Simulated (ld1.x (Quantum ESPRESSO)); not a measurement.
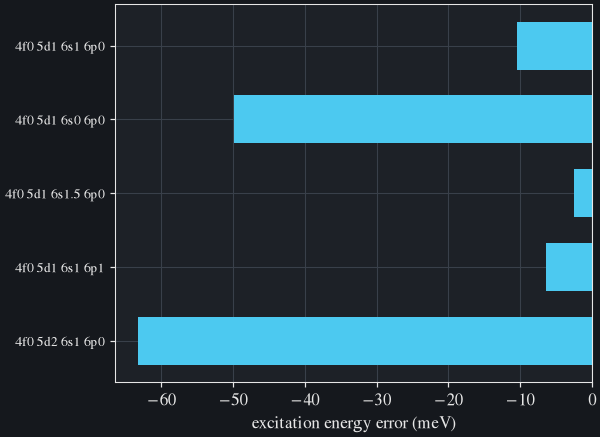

**Figure 1.** Errors, all-electron minus pseudo, of the energies of valence configurations relative to the unpolarised reference 4f0 5d1 6s2 6p0. Not all tests gave a result: 2 of 7 tests not solved.

- Worst configuration: 4f0 5d2 6s1 6p0 (neutral): the error is -63 meV on an all-electron energy of +0.79 eV relative to the reference, or 8 %. The potential isn't sound: its ghost test gives ghost state below the valence levels: s at -8.7 eV.

## Run report: La, pseudopotential generation (part 1 of 2)

Lanthanum (La, Z = 57), core [Xe], reference valence 4f0 5d1 6s2 6p0, valence charge 3. Computed at this level: TM potential, PBE, scalar-relativistic, made with ld1.x (Quantum ESPRESSO) 7.5.

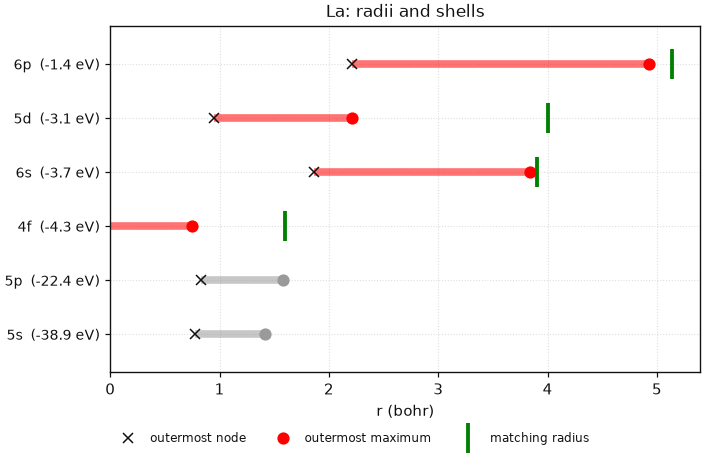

**Figure 2.** Outer shells of the all-electron reference atom: each bar runs from the outermost node (or the nucleus) to the outermost maximum of u(r); the tick is the radius chosen for the pseudo-wave. Shells without a tick have no pseudo-wave of their own. Levels, nodes and maxima are from ld1.x, scalar-relativistic.

- Radii against the shells: 4f: 1.60 bohr, outside the maximum; 6s: 3.90 bohr, outside the maximum; 5d: 4.00 bohr, outside the maximum; 6p: 5.14 bohr, outside the maximum.

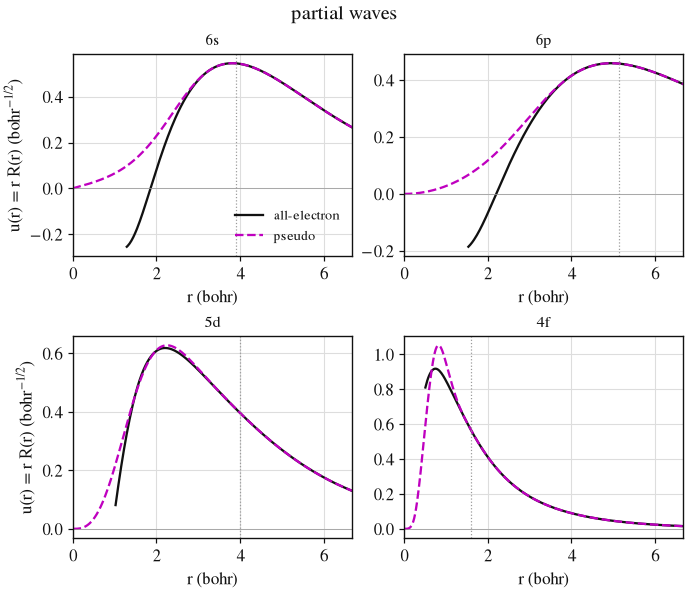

**Figure 3.** Pseudo-waves (dashed) against the all-electron radial functions (solid). Dotted lines mark the matching radii. The innermost oscillations of some all-electron curves aren't drawn. Pseudo-waves: 6s has no node; 6p has no node; 5d has no node; 4f has no node.

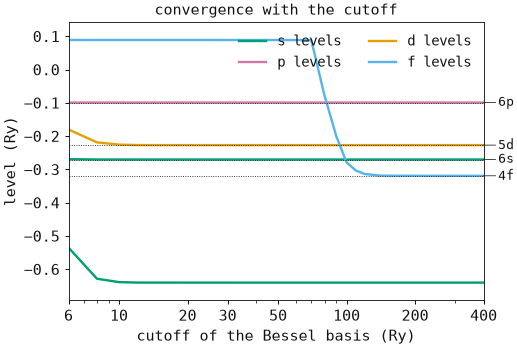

**Figure 4.** The pseudo-atom Hamiltonian at the reference potential is diagonalised in spherical Bessel functions (20 bohr box) up to the cutoff. Curves: the lowest levels of each channel that holds a bound state. Dotted lines: the all-electron valence levels.

- Ghost states: ghost state below the valence levels: s at -8.7 eV. A ghost is a state of the pseudo-atom that lies below a valence level of its channel, or is bound in a channel without one, and matches no all-electron valence level; bound levels above the valence ones can be real empty states. In Ry: s -0.64.
- All-electron valence levels: 6s: -0.27 Ry; 6p: -0.10 Ry; 5d: -0.23 Ry; 4f: -0.32 Ry.
- Onset of the ghost: the lowest s curve lies clearly below the lowest valence level of its channel already at the lowest cutoff, 6 Ry, and ends at -0.64 Ry.

These pictures come from the run below.

**Input file**
```
 &input
   title='La', zed=57., rel=1, dft='PBE', iswitch=3,
   config='[Xe] 4f0 5d1 6s2 6p0',
   nld=4, rlderiv=5.55, eminld=-2.0, emaxld=5.0, deld=0.02
 /
 &inputp
   pseudotype=2, tm=.true., lloc=-1, rcloc=3.35,
   nlcc=.true., rcore=1.65,
   file_pseudopw='La.UPF', file_wfcaegen='ae.wfc', file_wfcncgen='nc.wfc', file_beta='beta', file_chi='chi'
 /
4
6S  1  0   2.00   0.00  3.90  3.90  0.0
6P  2  1   0.00   0.00  5.14  5.14  0.0
5D  3  2   1.00   0.00  4.00  4.00  0.0
4F  4  3   0.00   0.00  1.60  1.60  0.0
 &test
   configts(1)='4f0 5d1 6s2 6p0'
 /
```

**Input of the test run**
```
 &input
   title='La', zed=57., rel=1, dft='PBE', iswitch=2,
   config='[Xe] 4f0 5d1 6s2 6p0'
 /
 &test
   file_pseudo='La.UPF', nconf=8,
   configts(1)='4f0 5d1 6s2 6p0',
   configts(2)='4f0 5d1 6s1 6p0',
   configts(3)='4f0 5d1 6s0 6p0',
   configts(4)='4f0 5d1 6s1.5 6p0',
   configts(5)='4f0 5d0 6s2 6p1',
   configts(6)='4f1 5d0 6s2 6p0',
   configts(7)='4f0 5d1 6s1 6p1',
   configts(8)='4f0 5d2 6s1 6p0'
 /
```

Run as:
```bash
ld1.x < La.in > La.out
```

**Log**
```
     Program LD1 v.7.5
     --------------------------- All-electron run ----------------------------

     La
     scalar relativistic calculation

     atomic number is 57.00
     dft =PBE   lsd =0 sic =0 latt =0  beta=0.20 tr2=1.0E-14
     Exchange-correlation= PBE
                           (   1   4   3   4   0   0   0)
     mesh =1253 r(mesh) = 100.17801 a.u. xmin = -7.00 dx = 0.01250
     1 Ry =  13.60569312 eV, c = 137.03599908

     n l     nl                  e(Ry)          e(Ha)          e(eV)
     1 0     1S 1( 2.00)     -2848.2624     -1424.1312    -38752.5841
     2 0     2S 1( 2.00)      -453.4136      -226.7068     -6169.0067
     2 1     2P 1( 6.00)      -406.3601      -203.1801     -5528.8112
     3 0     3S 1( 2.00)       -96.9800       -48.4900     -1319.4804
     3 1     3P 1( 6.00)       -81.9569       -40.9784     -1115.0800
     4 0     4S 1( 2.00)       -19.5843        -9.7922      -266.4581
     4 1     4P 1( 6.00)       -14.6996        -7.3498      -199.9978
     3 2     3D 1(10.00)       -60.3798       -30.1899      -821.5086
     5 0     5S 1( 2.00)        -2.8608        -1.4304       -38.9238
     5 1     5P 1( 6.00)        -1.6464        -0.8232       -22.4001
     4 2     4D 1(10.00)        -7.6327        -3.8164      -103.8486
     4 3     4F 1( 0.00)        -0.3194        -0.1597        -4.3451
     5 2     5D 1( 1.00)        -0.2271        -0.1136        -3.0902
     6 0     6S 1( 2.00)        -0.2704        -0.1352        -3.6794
     6 1     6P 1( 0.00)        -0.0994        -0.0497        -1.3518

     final scf error:  7.1E-15 reached in  24 iterations

     Etot =  -16986.577802 Ry,   -8493.288901 Ha, -231114.164786 eV

     Ekin =   17968.644727 Ry,    8984.322364 Ha,  244475.865997 eV
     Encl =  -41108.807198 Ry,  -20554.403599 Ha, -559313.815392 eV
     Eh   =    6559.768131 Ry,    3279.884065 Ha,   89250.192146 eV
     Exc  =    -406.183462 Ry,    -203.091731 Ha,   -5526.407536 eV

     normalization and overlap integrals

     s(1S/1S) =  1.000000  <r> =   0.0251  <r2> =    0.0009  r(max) =   0.0161
     s(2S/2S) =  1.000000  <r> =   0.1074  <r2> =    0.0136  r(max) =   0.0914
     s(2P/2P) =  1.000000  <r> =   0.0942  <r2> =    0.0108  r(max) =   0.0729
     s(3S/3S) =  1.000000  <r> =   0.2852  <r2> =    0.0929  r(max) =   0.2610
     s(3P/3P) =  1.000000  <r> =   0.2832  <r2> =    0.0930  r(max) =   0.2546
     s(4S/4S) =  1.000000  <r> =   0.6542  <r2> =    0.4827  r(max) =   0.6108
     s(4P/4P) =  1.000000  <r> =   0.6931  <r2> =    0.5459  r(max) =   0.6341
     s(3D/3D) =  1.000000  <r> =   0.2600  <r2> =    0.0797  r(max) =   0.2111
     s(5S/5S) =  1.000000  <r> =   1.5570  <r2> =    2.7222  r(max) =   1.4112
     s(5P/5P) =  1.000000  <r> =   1.8039  <r2> =    3.6867  r(max) =   1.5792
     s(4D/4D) =  1.000000  <r> =   0.7675  <r2> =    0.6831  r(max) =   0.6750
     s(4F/4F) =  1.000000  <r> =   1.1808  <r2> =    1.8762  r(max) =   0.7460
     s(5D/5D) =  1.000000  <r> =   3.0007  <r2> =   10.8668  r(max) =   2.2132
     s(6S/6S) =  1.000000  <r> =   4.4227  <r2> =   22.1303  r(max) =   3.8361
     s(6P/6P) =  1.000000  <r> =   5.9851  <r2> =   41.0268  r(max) =   4.9256

     ------------------------ End of All-electron run ------------------------

     --------------------- Generating NC pseudopotential ---------------------

      Generating local potential from pseudized AE potential:
      Matching radius rcloc =   3.3500

      Local pseudo, rcloc= 3.343 Estimated cut-off energy=     2.17 Ry

      Computing core charge for nlcc:

       r > 1.66 : true rho core
       r < 1.66 : rho core = a sin(br)/r    a=   5.65  b=   1.43

      Integrated core pseudo-charge :  10.88

      Wfc   6S  rcut= 3.884  Using Troullier-Martins method

      Wfc   6P  rcut= 5.114  Using Troullier-Martins method

      Wfc   5D  rcut= 3.983  Using Troullier-Martins method

      Wfc   4F  rcut= 1.619  Using Troullier-Martins method

     ------------------- End of pseudopotential generation -------------------

     --------------------------- All-electron run ----------------------------

     La
     scalar relativistic calculation

     atomic number is 57.00
     dft =PBE   lsd =0 sic =0 latt =0  beta=0.20 tr2=1.0E-14
     Exchange-correlation= PBE
                           (   1   4   3   4   0   0   0)
     mesh =1253 r(mesh) = 100.17801 a.u. xmin = -7.00 dx = 0.01250
     1 Ry =  13.60569312 eV, c = 137.03599908

     n l     nl                  e(Ry)          e(Ha)          e(eV)
     1 0     1S 1( 2.00)     -2848.2624     -1424.1312    -38752.5841
     2 0     2S 1( 2.00)      -453.4136      -226.7068     -6169.0067
     2 1     2P 1( 6.00)      -406.3601      -203.1801     -5528.8112
     3 0     3S 1( 2.00)       -96.9800       -48.4900     -1319.4804
     3 1     3P 1( 6.00)       -81.9569       -40.9784     -1115.0800
     4 0     4S 1( 2.00)       -19.5843        -9.7922      -266.4581
     4 1     4P 1( 6.00)       -14.6996        -7.3498      -199.9978
     3 2     3D 1(10.00)       -60.3798       -30.1899      -821.5086
     5 0     5S 1( 2.00)        -2.8608        -1.4304       -38.9238
     5 1     5P 1( 6.00)        -1.6464        -0.8232       -22.4001
     4 2     4D 1(10.00)        -7.6327        -3.8164      -103.8486
     4 3     4F 1( 0.00)        -0.3194        -0.1597        -4.3451
     5 2     5D 1( 1.00)        -0.2271        -0.1136        -3.0902
     6 0     6S 1( 2.00)        -0.2704        -0.1352        -3.6794
     6 1     6P 1( 0.00)        -0.0994        -0.0497        -1.3518

     final scf error:  7.1E-15 reached in  24 iterations

     Etot =  -16986.577802 Ry,   -8493.288901 Ha, -231114.164786 eV

     Ekin =   17968.644727 Ry,    8984.322364 Ha,  244475.865997 eV
     Encl =  -41108.807198 Ry,  -20554.403599 Ha, -559313.815392 eV
     Eh   =    6559.768131 Ry,    3279.884065 Ha,   89250.192146 eV
     Exc  =    -406.183462 Ry,    -203.091731 Ha,   -5526.407536 eV

     normalization and overlap integrals

     s(1S/1S) =  1.000000  <r> =   0.0251  <r2> =    0.0009  r(max) =   0.0161
     s(2S/2S) =  1.000000  <r> =   0.1074  <r2> =    0.0136  r(max) =   0.0914
     s(2P/2P) =  1.000000  <r> =   0.0942  <r2> =    0.0108  r(max) =   0.0729
     s(3S/3S) =  1.000000  <r> =   0.2852  <r2> =    0.0929  r(max) =   0.2610
     s(3P/3P) =  1.000000  <r> =   0.2832  <r2> =    0.0930  r(max) =   0.2546
     s(4S/4S) =  1.000000  <r> =   0.6542  <r2> =    0.4827  r(max) =   0.6108
     s(4P/4P) =  1.000000  <r> =   0.6931  <r2> =    0.5459  r(max) =   0.6341
     s(3D/3D) =  1.000000  <r> =   0.2600  <r2> =    0.0797  r(max) =   0.2111
     s(5S/5S) =  1.000000  <r> =   1.5570  <r2> =    2.7222  r(max) =   1.4112
     s(5P/5P) =  1.000000  <r> =   1.8039  <r2> =    3.6867  r(max) =   1.5792
     s(4D/4D) =  1.000000  <r> =   0.7675  <r2> =    0.6831  r(max) =   0.6750
     s(4F/4F) =  1.000000  <r> =   1.1808  <r2> =    1.8762  r(max) =   0.7460
     s(5D/5D) =  1.000000  <r> =   3.0007  <r2> =   10.8668  r(max) =   2.2132
     s(6S/6S) =  1.000000  <r> =   4.4227  <r2> =   22.1303  r(max) =   3.8361
     s(6P/6P) =  1.000000  <r> =   5.9851  <r2> =   41.0268  r(max) =   4.9256

     ------------------------ End of All-electron run ------------------------

     Computing logarithmic derivative in   5.54678
     Computing logarithmic derivative in   5.54678
     Computing the partial wave expansion
     R is outside the sphere for l=    0 j= 0.00
     R is outside the sphere for l=    1 j= 0.00
     R is outside the sphere for l=    2 j= 0.00
     R is outside the sphere for l=    3 j= 0.00

     ---------------------- Testing the pseudopotential ----------------------

     La
     scalar relativistic calculation

     atomic number is 57.00   valence charge is  3.00
     dft =PBE   lsd =0 sic =0 latt =0  beta=0.20 tr2=1.0E-14
     mesh =1253 r(mesh) = 100.17801 xmin = -7.00 dx = 0.01250

     n l     nl             e AE (Ry)        e PS (Ry)    De AE-PS (Ry)
     4 3     4F   1( 0.00)       -0.31936       -0.31936       -0.00001
     3 2     5D   1( 1.00)       -0.22713       -0.22713        0.00000
     1 0     6S   1( 2.00)       -0.27043       -0.27043        0.00000
     2 1     6P   1( 0.00)       -0.09935       -0.09935        0.00000

     eps = 3.5E-16  iter =  4

     Etot =  -16986.577802 Ry,   -8493.288901 Ha, -231114.164786 eV
     Etotps =   -13.641590 Ry,      -6.820795 Ha,    -185.603281 eV

     Ekin =       1.709362 Ry,       0.854681 Ha,      23.257052 eV
     Encl =      -5.206665 Ry,      -2.603332 Ha,     -70.840283 eV
     Ehrt =       2.043261 Ry,       1.021631 Ha,      27.799988 eV
     Ecxc =     -12.312178 Ry,      -6.156089 Ha,    -167.515722 eV
     (Ecc =     -10.986576 Ry,      -5.493288 Ha,    -149.479976 eV)
     Epseu=       0.124631 Ry,       0.062315 Ha,       1.695686 eV

     ---------------------- End of pseudopotential test ----------------------
```

**Output of the test run (extracts)**
```
     ---------------------- Testing the pseudopotential ----------------------

     La
     scalar relativistic calculation

     atomic number is 57.00   valence charge is  3.00
     dft =PBE   lsd =0 sic =0 latt =0  beta=0.20 tr2=1.0E-14
     mesh =1253 r(mesh) = 100.17801 xmin = -7.00 dx = 0.01250

     n l     nl             e AE (Ry)        e PS (Ry)    De AE-PS (Ry)
     4 3     4F   1( 0.00)       -0.31936       -0.31936       -0.00001
     3 2     5D   1( 1.00)       -0.22713       -0.22713        0.00000
     1 0     6S   1( 2.00)       -0.27043       -0.27043        0.00000
     2 1     6P   1( 0.00)       -0.09935       -0.09935        0.00000

     eps = 1.4E-16  iter =  4

     Etot =  -16986.577802 Ry,   -8493.288901 Ha, -231114.164785 eV
     Etotps =   -13.641590 Ry,      -6.820795 Ha,    -185.603281 eV

     Ekin =       1.709362 Ry,       0.854681 Ha,      23.257051 eV
     Encl =      -5.206665 Ry,      -2.603332 Ha,     -70.840283 eV
     Ehrt =       2.043261 Ry,       1.021631 Ha,      27.799987 eV
     Ecxc =     -12.312178 Ry,      -6.156089 Ha,    -167.515722 eV
     (Ecc =     -10.986576 Ry,      -5.493288 Ha,    -149.479976 eV)
     Epseu=       0.124631 Ry,       0.062315 Ha,       1.695686 eV

     ---------------------- End of pseudopotential test ----------------------

     ---------------------- Testing the pseudopotential ----------------------

     La
     scalar relativistic calculation

     atomic number is 57.00   valence charge is  3.00
     dft =PBE   lsd =0 sic =0 latt =0  beta=0.20 tr2=1.0E-14
     mesh =1253 r(mesh) = 100.17801 xmin = -7.00 dx = 0.01250

     n l     nl             e AE (Ry)        e PS (Ry)    De AE-PS (Ry)
     4 3     4F   1( 0.00)       -0.74720       -0.74743        0.00024
     3 2     5D   1( 1.00)       -0.62537       -0.62752        0.00215
     1 0     6S   1( 1.00)       -0.61322       -0.61481        0.00159
     2 1     6P   1( 0.00)       -0.39689       -0.39937        0.00248

     eps = 9.6E-16  iter =  7

     Etot =  -16986.139335 Ry,   -8493.069668 Ha, -231108.199143 eV
     Etotps =   -13.202353 Ry,      -6.601176 Ha,    -179.627161 eV
     dEtot_ae =       0.438467 Ry
     dEtot_ps =       0.439237 Ry,   Delta E=      -0.000770 Ry

     Ekin =       1.765519 Ry,       0.882759 Ha,      24.021108 eV
     Encl =      -3.913047 Ry,      -1.956523 Ha,     -53.239716 eV
     Ehrt =       1.047972 Ry,       0.523986 Ha,      14.258388 eV
     Ecxc =     -12.032440 Ry,      -6.016220 Ha,    -163.709691 eV
     (Ecc =     -10.986576 Ry,      -5.493288 Ha,    -149.479976 eV)
     Epseu=      -0.070357 Ry,      -0.035178 Ha,      -0.957251 eV

     ---------------------- End of pseudopotential test ----------------------

     ---------------------- Testing the pseudopotential ----------------------

     La
     scalar relativistic calculation

     atomic number is 57.00   valence charge is  3.00
     dft =PBE   lsd =0 sic =0 latt =0  beta=0.20 tr2=1.0E-14
     mesh =1253 r(mesh) = 100.17801 xmin = -7.00 dx = 0.01250

     n l     nl             e AE (Ry)        e PS (Ry)    De AE-PS (Ry)
     4 3     4F   1( 0.00)       -1.24715       -1.24596       -0.00118
     3 2     5D   1( 1.00)       -1.08028       -1.08576        0.00548  !
     1 0     6S   1( 0.00)       -0.99383       -0.99383        0.00000
     2 1     6P   1( 0.00)       -0.73101       -0.75129        0.02028  !

     eps = 8.5E-15  iter =  5

     Etot =  -16985.339045 Ry,   -8492.669523 Ha, -231097.310637 eV
     Etotps =   -12.399170 Ry,      -6.199585 Ha,    -168.699304 eV
     dEtot_ae =       1.238757 Ry
     dEtot_ps =       1.242419 Ry,   Delta E=      -0.003662 Ry

     Ekin =       1.726617 Ry,       0.863309 Ha,      23.491824 eV
     Encl =      -2.400637 Ry,      -1.200318 Ha,     -32.662328 eV
     Ehrt =       0.345553 Ry,       0.172777 Ha,       4.701494 eV
     Ecxc =     -11.731643 Ry,      -5.865821 Ha,    -159.617131 eV
     (Ecc =     -10.986576 Ry,      -5.493288 Ha,    -149.479976 eV)
     Epseu=      -0.339061 Ry,      -0.169531 Ha,      -4.613163 eV

     ---------------------- End of pseudopotential test ----------------------

     ---------------------- Testing the pseudopotential ----------------------

     La
     scalar relativistic calculation

     atomic number is 57.00   valence charge is  3.00
     dft =PBE   lsd =0 sic =0 latt =0  beta=0.20 tr2=1.0E-14
     mesh =1253 r(mesh) = 100.17801 xmin = -7.00 dx = 0.01250

     n l     nl             e AE (Ry)        e PS (Ry)    De AE-PS (Ry)
     4 3     4F   1( 0.00)       -0.52342       -0.52382        0.00040
     3 2     5D   1( 1.00)       -0.41843       -0.41933        0.00090
     1 0     6S   1( 1.50)       -0.43692       -0.43756        0.00064
     2 1     6P   1( 0.00)       -0.24275       -0.24328        0.00052

     eps = 2.5E-15  iter =  7

     Etot =  -16986.401458 Ry,   -8493.200729 Ha, -231111.765506 eV
     Etotps =   -13.465063 Ry,      -6.732532 Ha,    -183.201518 eV
     dEtot_ae =       0.176344 Ry
     dEtot_ps =       0.176526 Ry,   Delta E=      -0.000183 Ry

     Ekin =       1.747000 Ry,       0.873500 Ha,      23.769142 eV
     Encl =      -4.589603 Ry,      -2.294801 Ha,     -62.444723 eV
     Ehrt =       1.517409 Ry,       0.758704 Ha,      20.645400 eV
     Ecxc =     -12.176236 Ry,      -6.088118 Ha,    -165.666125 eV
     (Ecc =     -10.986576 Ry,      -5.493288 Ha,    -149.479976 eV)
     Epseu=       0.036366 Ry,       0.018183 Ha,       0.494789 eV

     ---------------------- End of pseudopotential test ----------------------
```

(Continued in part 2.) Outcome of the run: generated, with a ghost state.
